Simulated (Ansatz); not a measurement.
# CH3ClSi (SMILES [SiH2]=CCl): functionals against CCSD(T) at one geometry

How do the functionals fare away from a minimum? The structure is a structure displaced at random from a GFN2-xTB minimum.

Program: Ansatz 0.2.0, Gaussian basis. Level of theory: single points in def2-TZVPP. These are calculated values, not measurements.

Correlated methods freeze the cores.

## (1) The system as given

6 atoms, charge 0, spin multiplicity 1.

Atoms are counted from 1 here; the program's logs count them from 0.

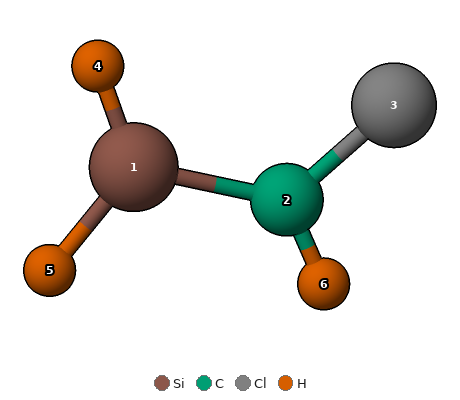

As it starts; silicon brown, carbon teal, chlorine grey, hydrogen orange; atoms are numbered from 1 in the order of the file.

Coordinates:

```mol
CH3ClSi
  3D, bonds by distance, orders not assigned

  6  5  0  0  0  0  0  0  0  0999 V2000
   -0.6015    0.0789   -0.6909 Si  0  0
    0.4998    0.0406    0.7275 C   0  0
    0.8711   -1.3146    1.5492 Cl  0  0
   -1.3263   -0.8626   -0.9843 H   0  0
   -0.6870    1.3948   -1.4195 H   0  0
    1.1013    0.8407    1.0892 H   0  0
  1  2  8  0
  1  4  8  0
  1  5  8  0
  2  3  8  0
  2  6  8  0
M  END
```

## (2) CCSD(T)/def2-TZVPP

run/in.yaml

```yaml
crystal:
  periodic: [false, false, false]
  atoms:
    - {symbol: Si, position_ang: [-0.601500, 0.078900, -0.690900]}
    - {symbol: C, position_ang: [0.499800, 0.040600, 0.727500]}
    - {symbol: Cl, position_ang: [0.871100, -1.314600, 1.549200]}
    - {symbol: H, position_ang: [-1.326300, -0.862600, -0.984300]}
    - {symbol: H, position_ang: [-0.687000, 1.394800, -1.419500]}
    - {symbol: H, position_ang: [1.101300, 0.840700, 1.089200]}
basis:
  gaussian: {orbitals: def2-TZVPP}
correlation: {method: ccsd_t}
output: {forces: true}
```

The command line of these runs was not kept.

## (3) PBE0-D4/def2-TZVPP

Edit run/in.yaml of step 2 so:

```diff
@@ -11,3 +11,3 @@
   gaussian: {orbitals: def2-TZVPP}
-correlation: {method: ccsd_t}
-output: {forces: true}
+hamiltonian: {xc: pbe0, dispersion: d4}
+output: {forces: true, orbitals: {seedname: orbitals}}
```

## (4) wB97M-V/def2-TZVPP

Edit run/in.yaml of step 3 so:

```diff
@@ -11,3 +11,3 @@
   gaussian: {orbitals: def2-TZVPP}
-hamiltonian: {xc: pbe0, dispersion: d4}
-output: {forces: true, orbitals: {seedname: orbitals}}
+hamiltonian: {xc: {name: wB97M-V}}
+output: {forces: true}
```

## (5) r2SCAN-D4/def2-TZVPP

Edit run/in.yaml of step 4 so:

```diff
@@ -11,3 +11,3 @@
   gaussian: {orbitals: def2-TZVPP}
-hamiltonian: {xc: {name: wB97M-V}}
+hamiltonian: {xc: r2scan, dispersion: d4}
 output: {forces: true}
```

## (6) PBE-D4/def2-TZVPP

Edit run/in.yaml of step 5 so:

```diff
@@ -11,3 +11,3 @@
   gaussian: {orbitals: def2-TZVPP}
-hamiltonian: {xc: r2scan, dispersion: d4}
+hamiltonian: {xc: pbe, dispersion: d4}
 output: {forces: true}
```

## (7) r2SCANh-D4/def2-TZVPP

Edit run/in.yaml of step 6 so:

```diff
@@ -11,3 +11,3 @@
   gaussian: {orbitals: def2-TZVPP}
-hamiltonian: {xc: pbe, dispersion: d4}
+hamiltonian: {xc: {name: r2SCANh}, dispersion: d4}
 output: {forces: true}
```

## (8) BHLYP-D4/def2-TZVPP

Edit run/in.yaml of step 7 so:

```diff
@@ -11,3 +11,3 @@
   gaussian: {orbitals: def2-TZVPP}
-hamiltonian: {xc: {name: r2SCANh}, dispersion: d4}
+hamiltonian: {xc: {name: BHLYP}, dispersion: d4}
 output: {forces: true}
```

(Steps that only read results are left out.)

What does the calculation give? Wanted: energy less free atoms, CCSD(T)/def2-TZVPP; RMS force component; RMS force error; HOMO and LUMO, PBE0-D4; T1 diagnostic.

As calculated:

| quantity | value |
| --- | --- |
| energy less free atoms, CCSD(T)/def2-TZVPP | -17.216 eV |
| RMS force component | 3.274 to 3.370 eV/Å over the methods |
| RMS force error | PBE0-D4 0.227, wB97M-V 0.246, r2SCAN-D4 0.162, PBE-D4 0.179, r2SCANh-D4 0.190, BHLYP-D4 0.281 eV/Å |
| HOMO and LUMO, PBE0-D4 | -5.99 and -1.71 eV |
| T1 diagnostic | 0.014 |

In words: Against CCSD(T) the functionals' energies less atoms differ by -0.962 to +0.083 eV, PBE-D4 by -0.962 eV. The reference is not at the basis limit: in triple zeta CCSD(T) underbinds, which counts against methods that bind more; the gaps are no ranking. The forces of r2SCAN-D4 come nearest to CCSD(T), those of BHLYP-D4 are farthest. Frozen-core CCSD(T) forces in triple zeta carry basis errors of their own, and this is one geometry, so small gaps rank nothing. The restricted Hartree–Fock reference is unstable towards an unrestricted one at one or more of these structures.
